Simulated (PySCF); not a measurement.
Vertical excitations of a molecule C₂H₇BFNO from TDA-PBE0/def2-SVPD (PySCF), as energy in eV (oscillator strength): 5.88 (0.006), 7.00 (0.015), 7.29 (0.017), 7.77 (0.002), 7.87 (0.210), 8.38 (0.001), 8.75 (0.022), 8.80 (0.094), 8.95 (0.001), 9.12 (0.004). Lowest triplet (TDA): 5.78 eV. Geometry optimised at PBE0-D3(BJ)/def2-SVP. The values are those of a single conformer.

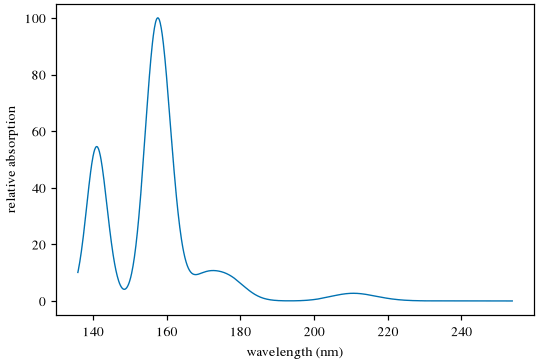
Figure: The lines broadened by 0.4 eV.

Task: Which structure fits?
A. C[C@H](F)B(N)O
B. COB(N)CF
C. CNB(F)OC
D. CN(C)B(O)F

Result: D, CN(C)B(O)F
